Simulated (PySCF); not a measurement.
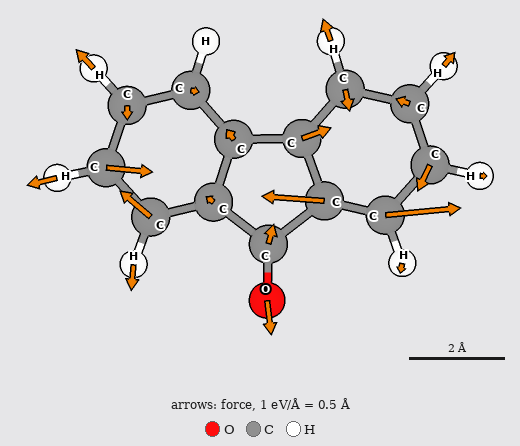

Starting geometry of C$_{13}$H$_{8}$O with the computed forces as orange arrows. The picture is a ball-and-stick view, seen face on.

The start comes from GFN2-xTB. Its atoms were then displaced at random by about 0.01 Å.

Level of theory: PBE0-D3(BJ)/def2-SVP geometry optimisation, gas phase in PySCF. 

Question: Is this structure relaxed? If not, where do the atoms go?

Answer: It isn't relaxed: the largest force vector, on a C atom, is 3.26 eV/Å. The final displacements follow the starting forces only in part (cosine between the two patterns 0.53). An H atom moves most after the best rigid fit: 0.059 Å. Largest moves by element: H 0.059 Å, C 0.050 Å, O 0.029 Å. Near-neighbour distances that change, for instance: C–C 1.328 → 1.385 Å, C–C 1.447 → 1.479 Å, C–H 1.064 → 1.093 Å, C–C 1.371 → 1.396 Å. Bond angles that change, for instance: C–C–H 118.4° → 121.8°, C–C–H 123.2° → 120.0°. The energy falls by 25.7 kJ/mol in 6 geometry steps.
